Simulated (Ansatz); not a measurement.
**B2PLYP/STO-3G run of HNO2 (nitrous acid)**

What is the vertical singlet–triplet gap of HNO2 (nitrous acid) at B2PLYP/STO-3G? 

The results are computed with Ansatz 0.2.0.

61 further runs of the same task are left out: 1 that didn't finish, 60 set aside as unsound or not needed.

### 1 Starting point

HNO2: 4 atoms, total charge 0, spin state singlet. SMILES: `O=NO`. Geometry: relaxed at PBE0-D4/def2-TZVP.

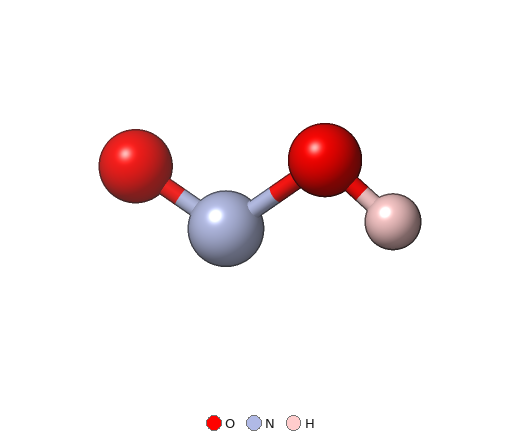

The structure, seen from a chosen angle (oxygen red, nitrogen light blue, hydrogen pink).

### 2 A single-point energy at B2PLYP/STO-3G

run.yaml reads:

```yaml
crystal:
  periodic: [false, false, false]
  atoms:
    - symbol: O
      position_ang: [0.413650, 0.047230, 1.437260]
    - symbol: "N"
      position_ang: [0.320150, -0.419400, 0.377370]
    - symbol: O
      position_ang: [-0.362650, 0.434660, -0.492650]
    - symbol: H
      position_ang: [-0.371140, -0.062490, -1.321980]
basis:
  gaussian:
    orbitals: STO-3G
hamiltonian:
  xc: {name: B2PLYP}
correlation:
  frozen_orbitals: {H: 0, "N": 1, O: 1}
accuracy: high
```

Run with:

```sh
ansatz run run.yaml --threads 1 --pin off --max-ram 3480MiB --events-out events.jsonl --progress --plain --runs-dir runs
```

Log:

```text
Warning: RAYON_NUM_THREADS=1 ignored (pool sized by the plan → 1); use --threads N
Functional definition: B2PLYP
  name "B2PLYP"
  parameter a = 0.53
  parameter c = 0.27
  exchange = (1 - a)*b88_x + a*exact_x
  correlation = (1 - c)*lyp_c + c*(mp2_os + mp2_ss)
275 factors; integrals over basis functions are off by at most 2.3e-8 eV
mean field evaluation 1: about -5509.9189 eV, gradient 2.4e1 eV
mean field evaluation 2: about -5509.9792 eV, gradient 2.5e1 eV
mean field evaluation 4: about -5511.5966 eV, gradient 3.5e0 eV
mean field evaluation 8: about -5511.6413 eV, gradient 5.9e-2 eV
mean field evaluation 16: about -5511.6413 eV, gradient 3.4e-6 eV
mean field -5511.64127597 eV, -202.5490809671 hartree, gradient 5.0e-8 eV, S^2 0.000000; 0 other end points of the search recorded, 0 dependent functions left out
3 core orbitals not correlated: weight in the atoms' cores, before any rotation towards them, 1.000 or more for the frozen orbitals, at most 0.000 for the correlated occupied ones
reference -5511.64128857 eV, -202.5490814305 hartree; 9, 9 occupied and 4, 4 virtual orbitals, 275 factors
second order -6.17230706 eV of doubles, -0.00000000 eV of singles
Total energy: -5513.30781148 eV, -202.6103250176 hartree
```

Wall time 0.62 s (1 thread of Intel Xeon 6975P-C (Granite Rapids), shared host).

### 3 The triplet at the same level

molecule.yaml reads:

```yaml
crystal:
  periodic: [false, false, false]
  atoms:
    - {symbol: O, position_ang: [0.413650, 0.047230, 1.437260]}
    - {symbol: "N", position_ang: [0.320150, -0.419400, 0.377370]}
    - {symbol: O, position_ang: [-0.362650, 0.434660, -0.492650]}
    - {symbol: H, position_ang: [-0.371140, -0.062490, -1.321980]}
basis:
  gaussian:
    orbitals: STO-3G
magnetization:
  spin_polarized: true
  initial_magnetization: 2
hamiltonian:
  xc: {name: B2PLYP}
correlation:
  frozen_orbitals: {H: 0, "N": 1, O: 1}
accuracy: high
```

Run with:

```sh
ansatz run molecule.yaml --threads 1 --pin off --max-ram 3480MiB --events-out events.jsonl --progress --plain --runs-dir runs
```

Log, shortened:

```text
Warning: RAYON_NUM_THREADS=1 ignored (pool sized by the plan → 1); use --threads N
Functional definition: B2PLYP
  name "B2PLYP"
[...]
275 factors; integrals over basis functions are off by at most 2.3e-8 eV
[...]
mean field -5509.99541083 eV, -202.4885965391 hartree, gradient 6.6e-8 eV, S^2 2.010114; 0 other end points of the search recorded, 0 dependent functions left out
3 core orbitals not correlated: weight in the atoms' cores, before any rotation towards them, 1.000 or more for the frozen orbitals, at most 0.000 for the correlated occupied ones
reference -5509.99542346 eV, -202.4885970030 hartree; 10, 8 occupied and 3, 5 virtual orbitals, 275 factors
second order -4.15505870 eV of doubles, -0.00000000 eV of singles
Total energy: -5511.11728931 eV, -202.5298248125 hartree
```

Run time: 0.84 s. Hardware: 1 thread of Intel Xeon 6975P-C (Granite Rapids), shared host; peak memory 0.12 GiB.

### 4 Outcome

Level: B2PLYP/STO-3G, 3 core orbitals frozen.

| quantity | value |
| --- | --- |
| singlet: total energy | -202.61033 Eh |
| triplet: total energy | -202.52982 Eh |
| triplet: ⟨S²⟩ | 2.010 |
| vertical energy of the triplet above the singlet | 2.191 eV |

At this shape the triplet lies 2.19 eV (211 kJ/mol) above the singlet. In a minimal basis such a difference can be off by several eV, whatever the method.
